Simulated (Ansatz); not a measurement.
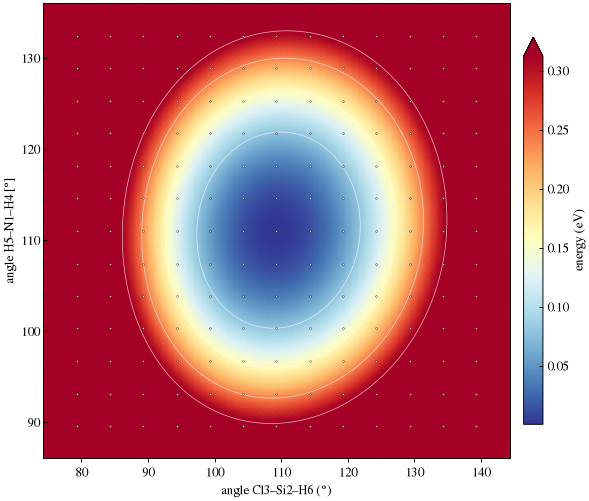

ClH3NSi, SMILES N[SiH]Cl, spin multiplicity 2. Coordinates scanned: (1) angle Cl3–Si2–H6; (2) angle H5–N1–H4. Nothing is relaxed (all other coordinates rigid). The grid has 15 × 15 points. Points are written as (first, second). Energies: eV, counted from the lowest grid point. These are results of Ansatz 0.2.0, UKS PBE-D4/def2-SVP, not measurements.

The picture shows a smooth colour map with a few white contour lines, dots at the grid points, one colour for all values above the top of the scale. Between grid points the surface is interpolated.

Q: Where is the minimum, and how stiff is the well along each coordinate?

A: The interpolated minimum is at angle Cl3–Si2–H6 ≈ 109.3°, angle H5–N1–H4 ≈ 111.0°. The curvatures there are about 3.5 eV/rad² and 4.5 eV/rad², with a cross term of about −0.2 eV/rad². Round the minimum the two coordinates are nearly uncoupled.
